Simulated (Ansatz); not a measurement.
Run report: SiH$_{4}$Cl$_{2}$, phonon calculation

SiH$_{4}$Cl$_{2}$, computed with RKS PBE0/def2-SVP (Ansatz 0.2.0).

It belongs to a series of runs on one base structure; here: vibrations at the highest image of the band. Figures and captions count atoms from 1; the log counts them from 0 in places.

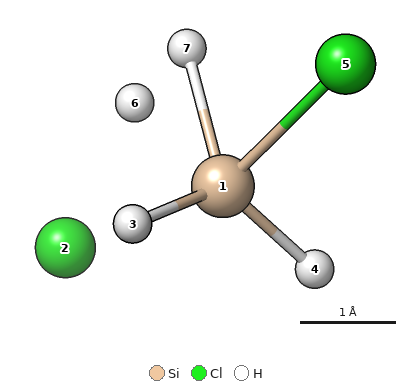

The structure as given in the input (ball-and-stick view, seen at a tilt; atoms are numbered from 1 in the order of the input).

### Input
```yaml
crystal:
  periodic: [false, false, false]
  atoms:
    - { symbol: Si, position_ang: [-0.181813, 0.234374, -0.363664] }
    - { symbol: Cl, position_ang: [-0.498104, -2.021528, 0.454755] }
    - { symbol: H, position_ang: [0.378825, -0.33787, -1.601874] }
    - { symbol: H, position_ang: [-1.604847, 0.493416, -0.076008] }
    - { symbol: Cl, position_ang: [0.593354, 2.196545, -0.424388] }
    - { symbol: H, position_ang: [0.482807, -0.703387, 1.009666] }
    - { symbol: H, position_ang: [0.829778, 0.13835, 1.001514] }
basis:
  gaussian: { orbitals: def2-SVP }
hamiltonian:
  xc: pbe0
phonons: {}
```

Machine: 2 threads of Arm Neoverse V1, 24 GiB of memory available, shared host.

Launch command:
```bash
ansatz run input.yaml --threads 2 --pin off --max-ram 3072MiB --backend cpu --events-out ev --progress --plain --runs-dir out
```

### Log
```
Engine: ansatz 0.2.0, aarch64-unknown-linux-gnu
Functional definition: PBE0
  parameter a = 0.25
  parameter kappa = 0.804
  parameter beta = 0.06672455060314922
  exchange = (1 - a)*pbe_x(kappa = kappa, mu = beta*pi^2/3) + a*exact_x
  correlation = pbe_c(beta = beta)
739 factors; integrals over basis functions are off by at most 4.5e-4 eV
mean field evaluation 1: about -32965.1943 eV, gradient 1.4e1 eV
mean field evaluation 2: about -32965.0954 eV, gradient 1.5e1 eV
mean field evaluation 4: about -32965.6951 eV, gradient 3.3e-1 eV
mean field evaluation 8: about -32965.6987 eV, gradient 2.2e-2 eV
mean field -32965.69866717 eV, -1211.4670810654 hartree, gradient 2.9e-5 eV, S^2 0.000000; 0 other end points of the search recorded, 0 dependent functions left out
the calculation of the forces begins
reference -32965.69868723 eV, -1211.4670818025 hartree; 26, 26 occupied and 48, 48 virtual orbitals, 739 factors
these checks for a lower state are left out or cut short: stability, starts, cluster_reference, orbital_swaps, neighbouring_geometries, increment
739 factors; integrals over basis functions are off by at most 4.6e-4 eV
mean field evaluation 16: about -32965.6985 eV, gradient 1.3e-1 eV
mean field -32965.69857348 eV, -1211.4670776224 hartree, gradient 1.3e-6 eV, S^2 0.000000; 0 other end points of the search recorded, 0 dependent functions left out
[... from here on the field's lines of each further geometry are left out, up to the last ...]
the calculation of the forces begins
reference -32965.69867186 eV, -1211.4670812378 hartree; 26, 26 occupied and 48, 48 virtual orbitals, 739 factors
these checks for a lower state are left out or cut short: stability, starts, cluster_reference, orbital_swaps, neighbouring_geometries, increment
739 factors; integrals over basis functions are off by at most 4.5e-4 eV
mean field -32965.69865279 eV, -1211.4670805371 hartree, gradient 1.4e-6 eV, S^2 0.000000; 0 other end points of the search recorded, 0 dependent functions left out
the calculation of the forces begins
reference -32965.69867285 eV, -1211.4670812741 hartree; 26, 26 occupied and 48, 48 virtual orbitals, 739 factors
WARN: phonons: modes at or below zero, which the zero-point energy, F, S and C_V leave out: 1, the lowest at -749.66 cm⁻¹. A minimum has none, and a first-order saddle one
Total energy: -32965.69868723 eV, -1211.4670818025 hartree
Atom 0 at    -0.181813     0.234374    -0.363664 Å, force     0.000647    -0.001365     0.000334 eV/Å
Atom 1 at    -0.498104    -2.021528     0.454755 Å, force     0.000236     0.001468    -0.000660 eV/Å
Atom 2 at     0.378825    -0.337870    -1.601874 Å, force    -0.000194    -0.000118     0.000071 eV/Å
Atom 3 at    -1.604847     0.493416    -0.076008 Å, force    -0.000429    -0.000027     0.000219 eV/Å
Atom 4 at     0.593354     2.196545    -0.424388 Å, force     0.000046     0.000086    -0.000010 eV/Å
Atom 5 at     0.482807    -0.703387     1.009666 Å, force    -0.000290    -0.000872     0.000256 eV/Å
Atom 6 at     0.829778     0.138350     1.001514 Å, force    -0.000015     0.000827    -0.000209 eV/Å
Dipole moment:     0.067246     0.141920     0.009687 e Å
Vibrations: -749.66 112.93 217.37 364.35 512.74 541.96 768.59 839.21 924.75 986.88 1094.12 1586.26 2296.41 2345.61 2501.35 cm⁻¹, zero-point energy 0.935617 eV
```

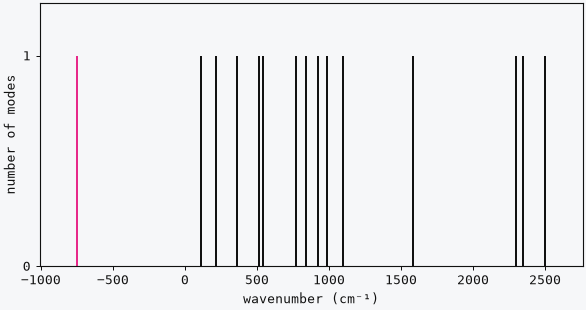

Harmonic vibrational wavenumbers from the force constants; neighbouring modes closer than 15 cm⁻¹ are counted in one stick, and imaginary ones are drawn at negative wavenumbers. 15 modes from 750i to 2501 cm⁻¹, 1 imaginary beyond 8i (750i cm⁻¹): a first-order saddle point, if the geometry is stationary.

### Key numbers

| quantity | value |
| --- | --- |
| outcome | converged |
| total energy | −32965.6987 eV |
| mean-field energy | −32965.6987 eV |
| largest force (length of the vector) | 0.002 eV/Å |
| wall time | 39 s (CPU time 73 s) |
| peak memory | 0.14 GiB |
